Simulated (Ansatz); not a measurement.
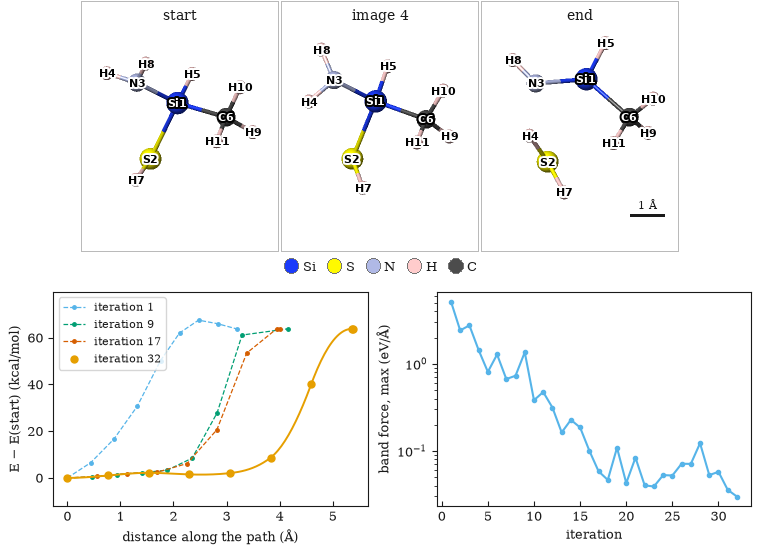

NEB run on CH₇NSSi. Images are numbered from 0 (start) to 8 (end). The plot follows the band through its iterations. Style: ball-and-stick. Shown from a free direction.

Theory: UKS LDA/6-31G* (Ansatz). Run with 7 movable images; climbing image; force threshold 0.03 eV/Å; iteration limit 60; starting path through a guess of the saddle point.

### How did the profile develop, and is the result final?

The run is converged, with reservations. The band converged in 32 iterations. The largest component of the band force went from 5.2 to 0.03 eV/Å. The first iteration put the highest image at 67.5 kcal/mol. No barrier shows: the energy is highest at the end, and the end lies 63.8 kcal/mol above the start.

The run took 5.6 min on 2 threads of Arm Neoverse V1 (shared host), peak memory 0.14 GiB.
